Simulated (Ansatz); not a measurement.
# CaSiS3 in R-3c, a phase reached by a soft mode: a soft mode frozen in, part 2 of 3

Which phase does CaSiS3 in R-3c, a phase reached by a soft mode fall into along its unstable mode, and how much energy does it gain?

Ansatz 0.2.0; DFT LDA, scalar-relativistic, plane waves, PAW; PAW set soft_1.

So far. Step 4 (The mode frozen in, largest atomic shift 0.22 Å): The run ends at a pressure of 0.72 GPa, with forces up to 0.096 eV/Å.

The structure was built from a prototype and need not be the compound's stable phase.

### Step 5. Energy along the mode, all amplitudes (two of the runs are shown above)

An imaginary frequency means negative curvature, so the energy should fall and then rise again as anharmonic terms take over.

Numbers from this step:

| Property | Result |
| --- | --- |
| depth at the lowest point sampled | 2.864 meV/atom |
| largest atomic shift at that point | 0.22 Å |

The energy from the parent by largest atomic shift:

```csv
largest atomic shift (Å),energy from the parent (meV/atom)
0.000,0
0.040,-0.259
0.080,-0.966
0.140,-2.38
0.220,-2.86
0.320,5.38
```

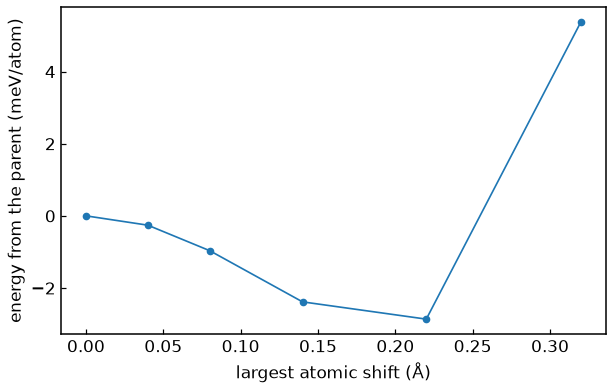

Energy from the parent against largest atomic shift.

Displacement at unit largest shift by atom:

```csv
atom,x (Å),y (Å),z (Å),size
Ca1,-0.139,-0.241,0.000,0.278
Ca2,-0.139,-0.241,0.000,0.278
Si3,-0.098,-0.531,0.000,0.540
Si4,-0.411,-0.350,0.000,0.540
S5,-0.067,-0.117,0.000,0.135
S6,-0.067,-0.117,0.000,0.135
S7,-0.067,0.575,-0.815,1.000
S8,-0.067,0.575,-0.815,1.000
S9,0.532,0.229,0.815,1.000
S10,0.532,0.229,0.815,1.000
```

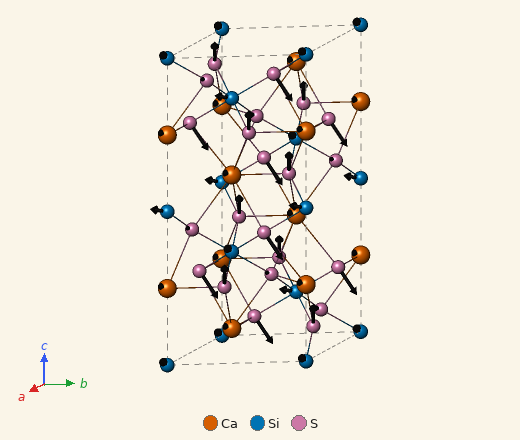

Displacement at unit largest shift as arrows, the longest 1.000 Å. Bonds to atoms that aren't drawn are left out. Some periodic images of atoms are drawn too.

The lowest of the steps tried is at 0.22 Å, 2.86 meV/atom below the parent; the bottom of the well need not coincide with a step.

### Step 6. Relaxing from the distorted cell

Starting from the lowest point found, all atoms and the cell are let go, so that strain and other modes of the same symmetry can join in.

Contents of input.yaml:

```yaml
crystal:
  lattice:
    - [3.2503872302, 1.8766119423, 4.8869535632]
    - [-3.2503872302, 1.8766119423, 4.8869535632]
    - [0.0, -3.7532238846, 4.8869535632]
  atoms:
    - { symbol: Ca, position: [0.7405754334, 0.75, 0.7594245666] }
    - { symbol: Ca, position: [0.2405754334, 0.25, 0.2594245666] }
    - { symbol: Si, position: [0.4863133469, 0.4929302418, 0.5207564113] }
    - { symbol: Si, position: [-0.0207564113, 0.0070697582, 0.0136866531] }
    - { symbol: S, position: [0.1576144878, 0.75, 0.3423855122] }
    - { symbol: S, position: [0.8332602937, 0.25, 0.6667397063] }
    - { symbol: S, position: [0.3345447924, 0.1634615958, 0.7152913915] }
    - { symbol: S, position: [0.6588989866, 0.8391074017, 0.2152913915] }
    - { symbol: S, position: [0.7847086085, 0.3365384042, 0.1654552076] }
    - { symbol: S, position: [0.2847086085, 0.6608925983, 0.8411010134] }
kpoints:
  mp_grid: { grid: [6, 6, 6] }
hamiltonian:
  xc: lda
  pseudopotentials: { kind: paw, azcp: { folder: soft_1 }, xc_functional: pbe }
scf:
  occupations: { method: fixed }
output:
  forces: true
  stress: true
  eigenvalues: true
relax:
  adjacent_minimum: "off"
  f_tol: 0.002
  max_steps: 120
  cell: { stress_tol: 0.03 }
```

Run with:

```bash
$ ansatz run input.yaml --threads 4 --pin off --max-ram 16384MiB --backend cpu --events-out ev --progress --plain --runs-dir out
```

Numbers of over 12 decimals in the logs are rounded to 6 here.

Log:

```text
[...]
Crystal: 10 atoms, lattice volume = 178.854 Å³
Basis set: ecut = 420 eV, 3497 PW (Γ)
Bands: 42, of which v1, the nominal top of the filled ones, is band 32 counted from 1 (31 counted from 0)
Symmetry: 2 space group operations
[...]
k-points: 68 of 216 (time reversal used)
[...]
SCF iter   1: F=—  HF=-9994.432773 eV  |F-HF|=—  |Δ(HF+E_count)|=         —  Δρ=5.65e-2  dr2=1.32e1  ethr=3.10e-3  ⟨swp⟩=7.7  Hψ=13948  notcnv=0  defer=483
[...]
SCF iter   9: F=-9990.309148 eV  HF=-9990.309148 eV  |F-HF|=7.40e-10  |Δ(HF+E_count)|=   4.16e-8  Δρ=1.66e-6  dr2=4.27e-9  ethr=1.56e-10  ⟨swp⟩=5.0  Hψ=10259  notcnv=0
SCF 1 converged in 9 iterations: F = -9990.309148 eV  dr2 = 4.27e-9
[...]
relax step   1: F+E_penalty+E_count = -9990.30914848 eV  Δ(F+E_penalty+E_count) = +0.000e0 eV  max|allowed force component| = 7.988e-2 eV/Å  Δτ_max = 0.0000 Å  P = +0.722 GPa  Ω = 178.854 Å³  (9 SCF iters, dr2 threshold 1.00e-7 eV, accepted)
Crystal: 10 atoms, lattice volume = 180.692 Å³
Basis set: ecut = 420 eV, 3503 PW (Γ)
[...]
iter 1 solved again at ethr=1.85e-5 eV; its pass at ethr=3.10e-3 eV (dr2=1.19e-2 eV) is discarded
[...]
SCF iter   5: F=-9990.315967 eV  HF=-9990.315967 eV  |F-HF|=1.02e-8  |Δ(HF+E_count)|=   1.11e-6  Δρ=1.80e-5  dr2=4.16e-7  ethr=1.56e-9  ⟨swp⟩=16.9  Hψ=21730  notcnv=0
SCF 2 converged in 5 iterations: F = -9990.315967 eV  dr2 = 4.16e-7
relax step   2: F+E_penalty+E_count = -9990.31596693 eV  Δ(F+E_penalty+E_count) = -6.818e-3 eV  max|allowed force component| = 8.300e-2 eV/Å  Δτ_max = 0.0251 Å  P = -0.107 GPa  Ω = 180.692 Å³  energy of the carried Pulay correction = -3.525e-4 eV  (5 SCF iters, dr2 threshold 1.00e-6 eV, accepted)
Crystal: 10 atoms, lattice volume = 180.343 Å³
Basis set: ecut = 420 eV, 3495 PW (Γ)
[...]
SCF iter   5: F=-9990.318257 eV  HF=-9990.318257 eV  |F-HF|=1.17e-9  |Δ(HF+E_count)|=   7.62e-8  Δρ=4.70e-6  dr2=2.89e-8  ethr=6.73e-10  ⟨swp⟩=14.4  Hψ=19556  notcnv=0
SCF 3 converged in 5 iterations: F = -9990.318257 eV  dr2 = 2.89e-8
relax step   3: F+E_penalty+E_count = -9990.31825673 eV  Δ(F+E_penalty+E_count) = -2.290e-3 eV  max|allowed force component| = 2.067e-2 eV/Å  Δτ_max = 0.0099 Å  P = +0.028 GPa  Ω = 180.343 Å³  energy of the carried Pulay correction = -2.859e-4 eV  (5 SCF iters, dr2 threshold 4.31e-7 eV, accepted)
[...]
relax step   4: F+E_penalty+E_count = -9990.31847914 eV  Δ(F+E_penalty+E_count) = -2.224e-4 eV  max|allowed force component| = 1.631e-2 eV/Å  Δτ_max = 0.0035 Å  P = +0.019 GPa  Ω = 180.348 Å³  energy of the carried Pulay correction = -2.868e-4 eV  (5 SCF iters, dr2 threshold 2.67e-8 eV, accepted)
[...]
relax step   5: F+E_penalty+E_count = -9990.31865564 eV  Δ(F+E_penalty+E_count) = -1.765e-4 eV  max|allowed force component| = 6.890e-3 eV/Å  Δτ_max = 0.0057 Å  P = -0.002 GPa  Ω = 180.390 Å³  energy of the carried Pulay correction = -2.948e-4 eV  (5 SCF iters, dr2 threshold 1.66e-8 eV, accepted)
[...]
relax step   6: F+E_penalty+E_count = -9990.31869864 eV  Δ(F+E_penalty+E_count) = -4.300e-5 eV  max|allowed force component| = 4.329e-3 eV/Å  Δτ_max = 0.0021 Å  P = -0.001 GPa  Ω = 180.398 Å³  energy of the carried Pulay correction = -2.963e-4 eV  (5 SCF iters, dr2 threshold 3.07e-9 eV, accepted)
[...]
relax step   7: F+E_penalty+E_count = -9990.31873322 eV  Δ(F+E_penalty+E_count) = -3.459e-5 eV  max|allowed force component| = 9.421e-4 eV/Å  Δτ_max = 0.0021 Å  P = -0.000 GPa  Ω = 180.394 Å³  energy of the carried Pulay correction = -2.957e-4 eV  (6 SCF iters, dr2 threshold 1.17e-9 eV, accepted)
[...]
SCF iter   1: F=—  HF=-9990.318977 eV  |F-HF|=—  |Δ(HF+E_count)|=         —  Δρ=1.64e-5  dr2=5.09e-8  ethr=3.19e-7  ⟨swp⟩=4.1  Hψ=20444  notcnv=0  defer=544
eigensolver tolerance schedule: the retry pair's looser diagonalisation over-reported the residual by 4017.22 of it (diagonalisation noise at 0.71 of the residual, at the tolerance the schedule requests for it); recorded, not acted on — ethr = c·dr2/N_el stays at c = 1.0e-1
[...]
SCF iter   2: F=—  HF=-9990.319066 eV  |F-HF|=—  |Δ(HF+E_count)|=   8.92e-5  Δρ=8.40e-6  dr2=1.31e-8  ethr=7.95e-11  ⟨swp⟩=4.2  Hψ=7010  notcnv=0  defer=544
[...]
SCF iter   5: F=-9990.319066 eV  HF=-9990.319066 eV  |F-HF|=3.64e-12  |Δ(HF+E_count)|=  1.82e-11  Δρ=5.57e-8  dr2=4.09e-12  ethr=1.00e-12  ⟨swp⟩=18.3  Hψ=21142  notcnv=0
SCF 8 converged in 5 iterations: F = -9990.319066 eV  dr2 = 4.09e-12
relax step   8: F+E_penalty+E_count = -9990.31906628 eV  Δ(F+E_penalty+E_count) = -3.331e-4 eV  max|allowed force component| = 9.508e-4 eV/Å  Δτ_max = 0.0000 Å  P = +0.001 GPa  Ω = 180.394 Å³  stress off target by 3.62e-3 GPa  SCF on the basis re-selected at this cell (its energy is not comparable with the rows above)  (5 SCF iters)
basis re-selected at this cell: Δ(F+E_penalty+E_count) = -3.331e-4 eV, ΔP = +0.001 GPa vs the last step (what re-selecting the basis moved, of the pressure what is left beyond the Pulay correction that the steps carried, after the strain that the cell walked since its last selection, with what the two solves' SCF thresholds leave and, on support functions, any second-order correction that the steps lacked; it is no m [...]
SCF converged after 5 iterations
Free energy (F): -9990.319066 eV
[...]
Internal energy: -9990.319066 eV  (E = F + TS)
E sigma→0 (E₀):  -9990.319066 eV
Fermi energy:    7.814232 eV
[...]
--- Forces (eV/Å), atoms counted from 1 ---
  atom   1  Ca    -0.00049401    -0.00085566     0.00000000
  atom   2  Ca    -0.00026058    -0.00045133     0.00000000
  atom   3  Si     0.00039153     0.00095072    -0.00059316
  atom   4  Si     0.00062758     0.00081444     0.00059316
  atom   5  S     -0.00024150    -0.00041828     0.00000000
  atom   6  S     -0.00032884    -0.00056956     0.00000000
  atom   7  S      0.00050210    -0.00006113    -0.00016312
  atom   8  S     -0.00017236     0.00022327    -0.00014519
  atom   9  S     -0.00030399     0.00040427     0.00016312
  atom  10  S      0.00027953    -0.00003763     0.00014519
  max |Σ_I F_I| component: 9.10e-7 eV/Å
--- Stress (GPa, compression-positive) ---
       -0.001731       0.002698       0.001259
        0.002698       0.001384      -0.000727
        0.001259      -0.000727       0.002659
  P = ⅓ Tr σ = 0.0008 GPa (0.008 kbar)
--- Band table (eV; the first three rows and the last of 68) ---
  k-point 0: bands = [... 28 lower, 7.0835, 7.2890, 7.4839, 7.8142, 8.8089, 10.6086, 10.9578, 11.1450, ... 6 higher]
  k-point 1: bands = [... 28 lower, 7.0661, 7.3068, 7.5263, 7.7041, 8.7858, 10.4992, 10.9455, 11.1385, ... 6 higher]
  k-point 2: bands = [... 28 lower, 6.9273, 7.2250, 7.4823, 7.6383, 8.7419, 9.6910, 11.3098, 11.5362, ... 6 higher]
  k-point 67: bands = [... 28 lower, 6.7339, 6.7394, 6.8088, 6.8119, 9.0069, 9.0693, 11.7996, 11.8873, ... 6 higher]
--- Relaxed structure (7 steps of the walk, 7 accepted, 1 SCFs on fresh bases) ---
  F+E_penalty+E_count = -9990.31906628 eV   max|allowed force component| = 9.508e-4 eV/Å   (the final SCF, on the basis selected at the relaxed cell)
  cell:  # Å, volume = 180.3944 Å³
    - [3.272351, 1.872747, 4.936032]
    - [-3.223283, 1.860963, 4.907921]
    - [0.014329, -3.770313, 4.936032]
  atoms:
    - { symbol: Ca, position: [0.743271, 0.750000, 0.756729] }
    - { symbol: Ca, position: [0.238153, 0.250000, 0.261847] }
    - { symbol: Si, position: [0.486570, 0.492907, 0.520410] }
    - { symbol: Si, position: [-0.020410, 0.00709255, 0.013430] }
    - { symbol: S, position: [0.160105, 0.750000, 0.339895] }
    - { symbol: S, position: [0.830501, 0.250000, 0.669499] }
    - { symbol: S, position: [0.335487, 0.162938, 0.713400] }
    - { symbol: S, position: [0.658296, 0.840527, 0.218128] }
    - { symbol: S, position: [0.786600, 0.337062, 0.164513] }
    - { symbol: S, position: [0.281872, 0.659473, 0.841704] }
```

Wall time 1.8 min (4 threads of Arm Neoverse V1, shared host); peak memory 0.71 GiB.

Step by step:

```csv
step,energy less that of the first step (eV),largest force component (eV/Å),pressure (GPa),volume (Å³)
1,0.0000,0.0799,0.72,178.85
2,-0.0068,0.0830,-0.11,180.69
3,-0.0091,0.0207,0.03,180.34
4,-0.0093,0.0163,0.02,180.35
5,-0.0095,0.0069,0.00,180.39
6,-0.0096,0.0043,0.00,180.40
7,-0.0096,0.0009,0.00,180.39
8*,-0.0099,0.0010,0.00,180.39
```

Relaxation steps marked * repeat the geometry before them on a plane-wave basis chosen anew for their cell, so energy and pressure can jump there.

The run keeps the 2 symmetry operations that it works with, so distortions that break them were not tested.

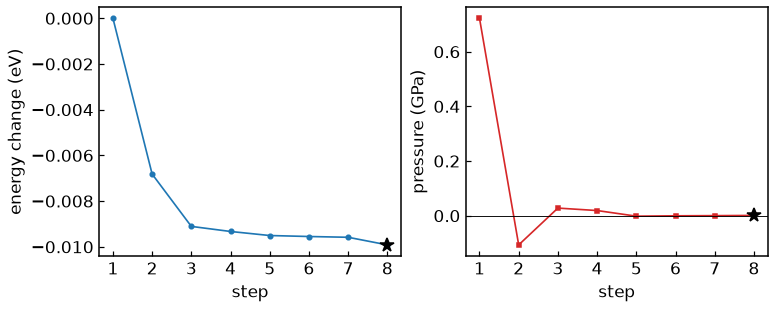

Energy and pressure along the relaxation. Stars mark steps on a basis chosen anew.

```csv
cell as run,before,after,change
a (Å),6.162,6.211,+0.8 %
b (Å),6.162,6.160,-0.0 %
c (Å),6.162,6.211,+0.8 %
α (°),63.67,63.35,-0.5 %
β (°),63.67,63.27,-0.6 %
γ (°),63.67,63.35,-0.5 %
volume (Å³/atom),17.89,18.04,+0.9 %
```

The atoms that moved most (Å, as changes of fractional coordinates times the final cell):

```csv
atom,dx,dy,dz,length
S10,-0.005,-0.010,-0.018,0.021
S8,-0.007,-0.009,0.018,0.021
S6,-0.009,-0.016,0.000,0.018
Ca1,0.009,0.015,0.000,0.018
S5,0.008,0.014,0.000,0.016
Ca2,-0.008,-0.014,0.000,0.016
S7,0.005,0.008,-0.007,0.012
S9,0.004,0.008,0.007,0.012
```

This step gave:

- pressure: 7.71e-4 GPa
- gap on the k-mesh: 0.7925 eV
- volume per atom: 18.04 Å³

The distorted start has space group C2; the relaxation ends in C2.

### Step 7. The new phase in its own primitive cell

The relaxed structure is symmetrised, reduced to its primitive cell and relaxed tightly, as its phonons need.

Contents of input.yaml:

```yaml
crystal:
  lattice:
    - [5.2882104354, -3.2580226166, 0.0]
    - [5.2882104354, 3.2580226166, 0.0]
    - [-3.2455320238, 0.0, 5.2351644649]
  atoms:
    - { symbol: Ca, position: [0.7432708749, 0.2567291251, 0.5] }
    - { symbol: Ca, position: [0.2381530719, 0.7618469281, 0.0] }
    - { symbol: Si, position: [0.9795899392, 0.5134303587, 0.2429074458] }
    - { symbol: Si, position: [0.4865696413, 0.0204100608, 0.7570925542] }
    - { symbol: S, position: [0.1601051446, 0.8398948554, 0.5] }
    - { symbol: S, position: [0.8305007048, 0.1694992952, 0.0] }
    - { symbol: S, position: [0.7866003094, 0.6645133131, 0.9129375935] }
    - { symbol: S, position: [0.281871674, 0.341704467, 0.5905269293] }
    - { symbol: S, position: [0.3354866869, 0.2133996906, 0.0870624065] }
    - { symbol: S, position: [0.658295533, 0.718128326, 0.4094730707] }
kpoints:
  mp_grid: { grid: [6, 6, 6] }
hamiltonian:
  xc: lda
  pseudopotentials: { kind: paw, azcp: { folder: soft_1 }, xc_functional: pbe }
scf:
  occupations: { method: fixed }
output:
  forces: true
  stress: true
  eigenvalues: true
relax:
  adjacent_minimum: "off"
  f_tol: 0.001
  max_steps: 60
  cell: { stress_tol: 0.01 }
```

Log:

```text
[...]
Crystal: 10 atoms, lattice volume = 180.394 Å³
Basis set: ecut = 420 eV, 3499 PW (Γ)
Bands: 42, of which v1, the nominal top of the filled ones, is band 32 counted from 1 (31 counted from 0)
Symmetry: 2 space group operations
[...]
k-points: 68 of 216 (time reversal used)
[...]
- { symbol: Si, position: [0.979621, 0.513416, 0.242914] }
    - { symbol: Si, position: [0.486584, 0.020379, 0.757086] }
    - { symbol: S, position: [0.160087, 0.839913, 0.500000] }
    - { symbol: S, position: [0.830477, 0.169523, 0] }
    - { symbol: S, position: [0.786629, 0.664504, 0.912937] }
    - { symbol: S, position: [0.281901, 0.341700, 0.590549] }
    - { symbol: S, position: [0.335496, 0.213371, 0.087063] }
    - { symbol: S, position: [0.658300, 0.718099, 0.409451] }
[key lines of the parts left out:]
SCF converged after 5 iterations
Free energy (F): -9990.319067 eV
Fermi energy:    7.813587 eV
P = ⅓ Tr σ = 0.0004 GPa (0.004 kbar)
```

It took 57 s on 4 threads; peak memory 0.71 GiB.

Little changed from the start: no atom moved by 0.005 Å and no cell edge by 0.1 %.

This step gave:

```yaml
pressure: 4.01e-4 GPa
gap_on_the_k_mesh: 0.7926 eV
direct_gap_on_mesh: 0.8911 eV
```

The largest force component left is 0.71 meV/Å and the pressure is 0.000 GPa, within the tolerances set. The cell now holds 18.04 Å³/atom.

[end of part 2 of 3]

[Logs are printed without paths, hosts, clocks, repeated set-up lines and the standing remarks that a program may print on its own settings, such as how far it seeks lower states.]

[Hosts, paths, dates, database ids (printed as entryN), source tags and the programs' standing remarks are cut or masked in the printed files.]
